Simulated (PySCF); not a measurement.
Vertical excitations of a molecule C6H6O from TDA-ωB97X/def2-SVPD in PySCF, as energy in eV (oscillator strength): 4.46 (0.000), 6.31 (0.000), 6.57 (0.082), 6.82 (0.019), 6.91 (0.001), 7.50 (0.000), 7.77 (0.065), 8.12 (0.075), 8.35 (0.010), 8.47 (0.036). Lowest triplet (TDA): 3.91 eV. The structure is a stationary point at ωB97X-D3(BJ)/def2-SVP. The values are those of a single conformer.

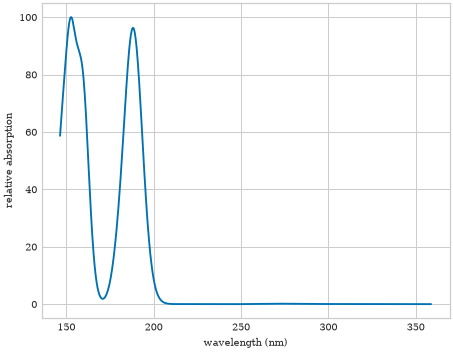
The lines broadened by 0.4 eV.

### Question
Which structure fits?
A. C#C[C@@H]1CCC1=O
B. C#CC1(C=O)CC1
C. C#CCOCC#C
D. C#CC(=C)CC=O

### Answer
B, C#CC1(C=O)CC1
